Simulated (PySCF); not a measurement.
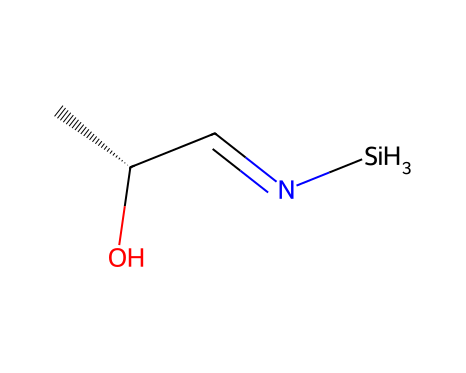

The geometry was computed by an optimisation with GFN2-xTB. No frequency run is at hand to confirm it as a minimum. Level of theory: CAM-B3LYP/def2-SVPD, gas phase (PySCF 2.14.0). Excitations: vertical, linear response.

What is the mean static polarisability?

77.6 bohr³.

Estimate the HOMO energy (Kohn–Sham orbital).

−8.88 eV.

Estimate the lowest vertical singlet excitation.

4.60 eV.

Give the HOMO–LUMO gap at this level.

9.15 eV.

The geometry is semi-empirical. Around Si such bond lengths and angles can be off by a tenth of an ångström or more and by several degrees, and values that hang on the shape move with them.
